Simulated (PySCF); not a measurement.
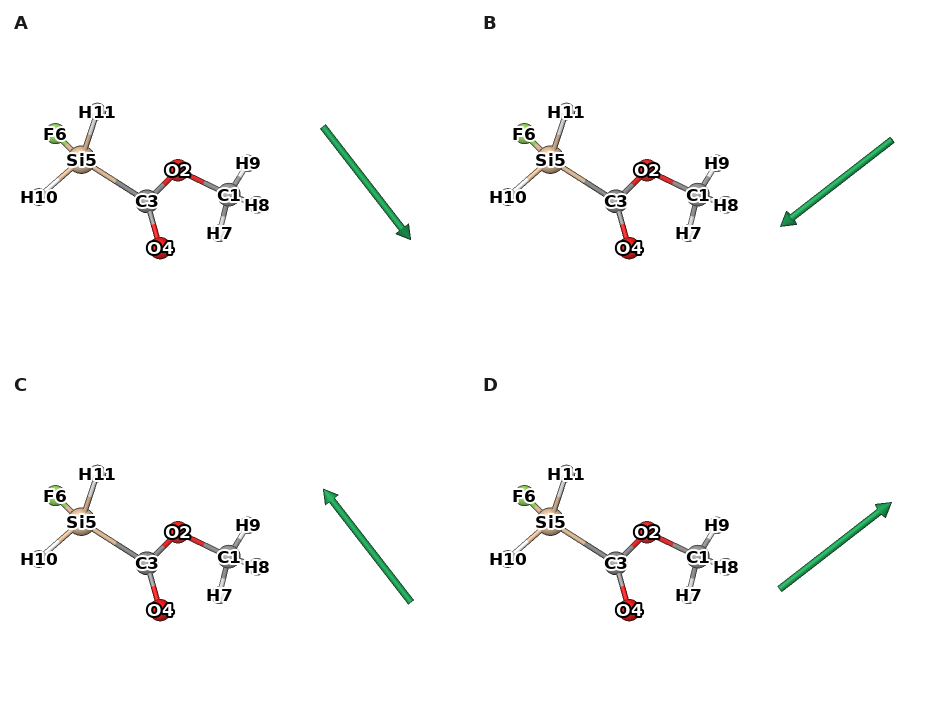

The same molecule four times, each with an arrow. The geometry was computed by an optimisation with GFN2-xTB. No frequency run is at hand to confirm it as a minimum. Properties computed with CAM-B3LYP/def2-SVPD, gas phase (PySCF 2.14.0).

Which arrow points along the dipole moment, from the negative to the positive end?

Answer. D. The dipole moment is 1.48 D; it points from the side of H10 to the side of H9 (the outermost atoms at the two ends).

The geometry is semi-empirical. Around Si such bond lengths and angles can be off by a tenth of an ångström or more and by several degrees, and values that hang on the shape move with them.
